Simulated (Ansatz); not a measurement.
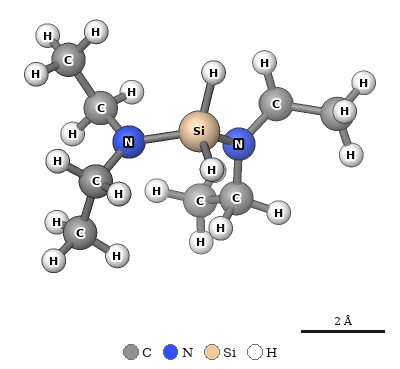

This is the input geometry for a relaxation of C8H22N2Si. A ball-and-stick model, seen at a tilt.

The start comes from PBE-D4/def2-SVP.

All numbers below come from RKS PBE0-D4/def2-TZVP (Ansatz 0.2.0).

The input:
```yaml
crystal:
  periodic: [false, false, false]
  atoms:
    - {symbol: C, position_ang: [-0.919915, -0.790390, -2.210127]}
    - {symbol: C, position_ang: [-0.330549, 0.601416, -1.954997]}
    - {symbol: N, position_ang: [-0.697387, 1.180119, -0.664213]}
    - {symbol: C, position_ang: [-2.013590, 1.802007, -0.571902]}
    - {symbol: C, position_ang: [-2.112650, 3.181147, -1.234504]}
    - {symbol: Si, position_ang: [0.455711, 1.136619, 0.648028]}
    - {symbol: N, position_ang: [0.964412, -0.489948, 1.040416]}
    - {symbol: C, position_ang: [2.347044, -0.949225, 0.985855]}
    - {symbol: C, position_ang: [2.651246, -1.875064, -0.198304]}
    - {symbol: C, position_ang: [-0.032148, -1.446770, 1.514119]}
    - {symbol: C, position_ang: [-0.059528, -1.622423, 3.037190]}
    - {symbol: H, position_ang: [-0.645426, -1.160647, -3.219926]}
    - {symbol: H, position_ang: [-2.027903, -0.778884, -2.148812]}
    - {symbol: H, position_ang: [-0.543964, -1.515787, -1.460895]}
    - {symbol: H, position_ang: [0.779333, 0.541089, -2.014668]}
    - {symbol: H, position_ang: [-0.628719, 1.291208, -2.778831]}
    - {symbol: H, position_ang: [-2.783904, 1.124188, -1.010871]}
    - {symbol: H, position_ang: [-2.278425, 1.896620, 0.502792]}
    - {symbol: H, position_ang: [-1.860120, 3.138411, -2.314062]}
    - {symbol: H, position_ang: [-3.141920, 3.588064, -1.151465]}
    - {symbol: H, position_ang: [-1.415664, 3.898058, -0.754422]}
    - {symbol: H, position_ang: [1.754799, 1.835011, 0.330627]}
    - {symbol: H, position_ang: [-0.277083, 1.828501, 1.772828]}
    - {symbol: H, position_ang: [2.620847, -1.463162, 1.937851]}
    - {symbol: H, position_ang: [3.008712, -0.058870, 0.931077]}
    - {symbol: H, position_ang: [2.009413, -2.780065, -0.188561]}
    - {symbol: H, position_ang: [2.478546, -1.351615, -1.161167]}
    - {symbol: H, position_ang: [3.706596, -2.217668, -0.175005]}
    - {symbol: H, position_ang: [-1.031312, -1.109099, 1.158993]}
    - {symbol: H, position_ang: [0.126478, -2.437110, 1.026077]}
    - {symbol: H, position_ang: [-0.829148, -2.362368, 3.339874]}
    - {symbol: H, position_ang: [0.916900, -1.981023, 3.423316]}
    - {symbol: H, position_ang: [-0.287082, -0.660239, 3.539991]}
basis:
  gaussian: {orbitals: def2-TZVP}
hamiltonian: {xc: pbe0, dispersion: d4}
relax: {f_tol: 0.005, max_steps: 150}
```

Run as
```bash
ansatz run in.yaml --threads 11 --pin off --events-out ev --progress --plain --max-ram 110592MiB --backend cuda --devices 0, --max-vram 75GiB
```

**Predict the outcome.**

H26 moves most after the best rigid fit: 0.10 Å. Largest moves by element: H 0.10 Å, C 0.06 Å, Si 0.04 Å, N 0.03 Å. Among the contacts that change: N3–Si6 1.747 → 1.713 Å, Si6–N7 1.749 → 1.715 Å, C10–H30 1.115 → 1.098 Å, Si6–H22 1.509 → 1.491 Å. After 10 geometry steps the energy has fallen by 15.1 kJ/mol. Largest force component: 0.54 eV/Å at the start, 0.004 eV/Å at the end.

Final geometry:

```xyz
33

C    -0.9747   -0.7743   -2.2023
C    -0.3456    0.5858   -1.9432
N    -0.6988    1.1592   -0.6591
C    -1.9979    1.7907   -0.5726
C    -2.0667    3.1637   -1.2247
Si    0.4339    1.1152    0.6257
N     0.9494   -0.4729    1.0183
C     2.3300   -0.9057    0.9951
C     2.6533   -1.8634   -0.1423
C    -0.0251   -1.4417    1.4803
C    -0.0282   -1.6417    2.9885
H    -0.7019   -1.1464   -3.1936
H    -2.0652   -0.7239   -2.1558
H    -0.6367   -1.4979   -1.4580
H     0.7448    0.4877   -1.9938
H    -0.6157    1.2788   -2.7502
H    -2.7588    1.1360   -1.0184
H    -2.2639    1.8852    0.4842
H    -1.8030    3.1206   -2.2841
H    -3.0767    3.5764   -1.1522
H    -1.3768    3.8551   -0.7352
H     1.7074    1.8237    0.3086
H    -0.2859    1.7951    1.7427
H     2.5990   -1.3723    1.9521
H     2.9646   -0.0196    0.9071
H     2.0445   -2.7693   -0.0950
H     2.4719   -1.3878   -1.1092
H     3.7021   -2.1695   -0.1021
H    -1.0176   -1.1088    1.1571
H     0.1350   -2.4063    0.9812
H    -0.7821   -2.3780    3.2794
H     0.9392   -1.9995    3.3480
H    -0.2502   -0.7022    3.4998
```

After the run, drawn alike:

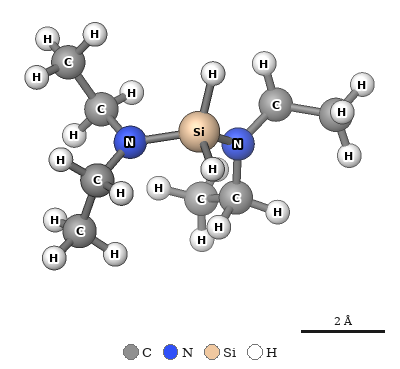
